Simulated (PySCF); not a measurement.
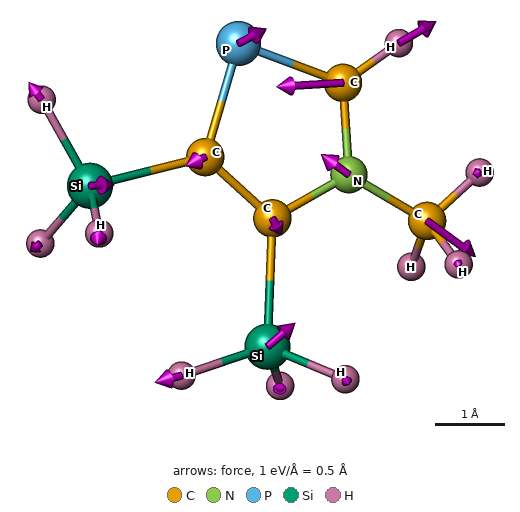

Starting geometry of C$_{4}$H$_{10}$NPSi$_{2}$ with the computed forces as purple arrows. Style: ball-and-stick. Shown at a tilt.

The start comes from GFN2-xTB. Its atoms were then displaced at random by about 0.01 Å.

Computed with PBE0-D3(BJ)/def2-SVP geometry optimisation, gas phase in PySCF 2.14.0, density-fitted response routines. 

Is this structure relaxed? If not, where do the atoms go?

It isn't relaxed: the largest force vector, on a C atom, is 2.19 eV/Å. The final displacements have little in common with the starting forces (cosine between the two patterns 0.22). The energy falls by 16.3 kJ/mol in 6 geometry steps. An H atom moves most after the best rigid fit: 0.20 Å. By element the largest moves are H 0.20 Å, P 0.06 Å, C 0.05 Å, N 0.02 Å, Si 0.02 Å. Near-neighbour distances that change, for instance: H–Si 1.444 → 1.489 Å, C–N 1.407 → 1.449 Å, C–H 1.056 → 1.091 Å, H–Si 1.464 → 1.497 Å. Among the angles between lasting bonds that change: C–Si–H 109.1° → 112.1°, H–C–H 105.9° → 108.9°, C–Si–H 108.7° → 111.4°. Cost: 2.2 min on 1 thread of Intel(R) Xeon(R) Platinum 8259CL CPU @ 2.50GHz (shared host).
